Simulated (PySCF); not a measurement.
# Si2H4ClF (SMILES F[SiH]([SiH3])Cl) at B3LYP/cc-pV(D+d)Z

Aim: the vertical singlet–triplet gap of Si2H4ClF at B3LYP/cc-pV(D+d)Z, from 2 runs. 

Program for the calculation: PySCF 2.14.0.

### 1 Starting point

The species is Si2H4ClF (8 atoms), meant as a singlet with charge 0. As SMILES, `F[SiH]([SiH3])Cl`. The shape is that of a PBE0-D4/def2-TZVP optimisation.

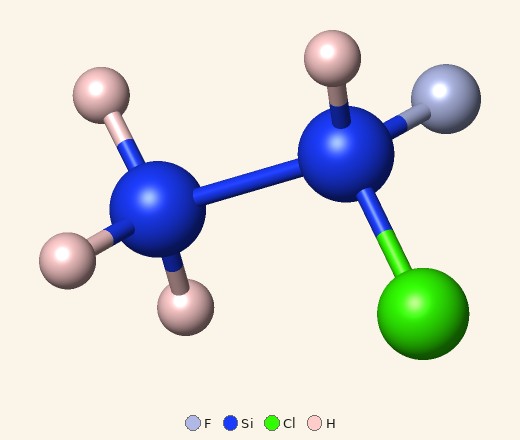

Viewed from a chosen angle; fluorine light blue, silicon blue, chlorine green, hydrogen pink.

### 2 A single-point energy at B3LYP/cc-pV(D+d)Z

File run.py:

```python
from pyscf import gto, dft

mol = gto.Mole()
mol.atom = '''
F     -1.329000     1.796800     0.161200
Si    -0.382900     0.812800    -0.667700
Si     0.539000    -0.793000     0.761300
Cl    -1.534100    -0.130100    -2.075900
H      0.596600     1.655400    -1.392300
H      1.355700    -0.131100     1.812300
H      1.403500    -1.693800    -0.044400
H     -0.556600    -1.574100     1.389600
'''
mol.basis = 'cc-pv(d+d)z'
mol.max_memory = 1860
mol.verbose = 3
mol.spin = 0
mol.charge = 0
mol.build()

mf = dft.RKS(mol, xc='b3lyp')
mf.grids.level = 4
mf.conv_tol = 1e-10
mf.kernel()
if not mf.converged:
    mf = mf.newton().run(mf.mo_coeff, mf.mo_occ)

energy = mf.e_tot
print(f'total energy: {energy:.8f} hartree')
```

On the command line:

```console
$ OMP_NUM_THREADS=1 python run.py
```

The log of the run:

```text
converged SCF energy = -1141.59931542965
total energy: -1141.59931543 hartree
```

Run time: 19 s. Hardware: 1 thread of Arm Neoverse V1, shared host; peak memory 0.54 GiB.

### 3 The triplet, same level

File calc.py:

```python
from pyscf import gto, dft

molecule = gto.M(
    atom='''
F     -2.511446     3.395460     0.304624
Si    -0.723576     1.535969    -1.261770
Si     1.018562    -1.498553     1.438648
Cl    -2.899029    -0.245853    -3.922882
H      1.127411     3.128253    -2.631066
H      2.561902    -0.247743     3.424751
H      2.652231    -3.200818    -0.083904
H     -1.051822    -2.974618     2.625963
''',
    charge=0,
    unit='bohr',
    max_memory=1860,
    verbose=3,
    basis='cc-pv(d+d)z',
    spin=2,
)

mf = dft.UKS(molecule, xc='b3lyp')
mf.conv_tol = 1e-10
mf.grids.level = 4
mf.kernel()
if not mf.converged:
    mf = mf.newton().run(mf.mo_coeff, mf.mo_occ)

e_tot = mf.e_tot
print('Final energy', e_tot)
```

On the command line:

```console
$ OMP_NUM_THREADS=1 python calc.py
```

The log of the run:

```text
WARN: HOMO -0.047598365943549 >= LUMO -0.299381837885088

WARN: HOMO -0.109368870773366 >= LUMO -0.248546877740974

WARN: HOMO -0.0925974807705767 >= LUMO -0.252382512192494

WARN: HOMO -0.0822455410055527 >= LUMO -0.241977383184143

WARN: HOMO -0.0902154522276408 >= LUMO -0.244230537661229

WARN: HOMO -0.0894906294279396 >= LUMO -0.241928677334948

WARN: HOMO -0.0899689083357806 >= LUMO -0.241714127697636

WARN: HOMO -0.0901788768297429 >= LUMO -0.241511230855911

WARN: HOMO -0.0902274880548068 >= LUMO -0.241503065396562

WARN: HOMO -0.0902495863530461 >= LUMO -0.24153753530952

WARN: HOMO -0.090217437973017 >= LUMO -0.24152872570702

WARN: HOMO -0.0902227961098045 >= LUMO -0.24153747044298

WARN: HOMO -0.0902102833851801 >= LUMO -0.241536340804739

WARN: HOMO -0.0902055497539926 >= LUMO -0.241538178698105

WARN: HOMO -0.0902029948030787 >= LUMO -0.241535198623599

WARN: HOMO -0.0901949318895241 >= LUMO -0.241531547753372

WARN: HOMO -0.0901966581041211 >= LUMO -0.241532765607666

WARN: HOMO -0.0901966170111992 >= LUMO -0.241532777911424

WARN: HOMO -0.0901959846501317 >= LUMO -0.24153235514005

WARN: HOMO -0.0901964281230079 >= LUMO -0.241532771212234

WARN: HOMO -0.0901962965297232 >= LUMO -0.241532631570129

converged SCF energy = -1141.3831007018  <S^2> = 2.003349  2S+1 = 3.0022319
Final energy -1141.3831007018046
```

Wall time 58 s (1 thread of Arm Neoverse V1, shared host); peak memory 0.56 GiB.

### 4 Outcome

Level: B3LYP/cc-pV(D+d)Z.

```
                                        quantity           value
                           singlet: total energy  -1141.59932 Eh
                          singlet: dipole moment          1.60 D
                            singlet: HOMO energy        -8.11 eV
                            singlet: LUMO energy        -0.54 eV
                          singlet: HOMO–LUMO gap         7.57 eV
                           triplet: total energy  -1141.38310 Eh
                          triplet: dipole moment          1.57 D
     triplet: HOMO energy (highest over α and β)        -2.45 eV
                                   triplet: ⟨S²⟩           2.003
vertical energy of the triplet above the singlet        5.884 eV
```

In words: At this shape the triplet lies 5.88 eV (568 kJ/mol) above the singlet. Mulliken charges (triplet) run from -0.24 on F1 to +0.34 on Si2.
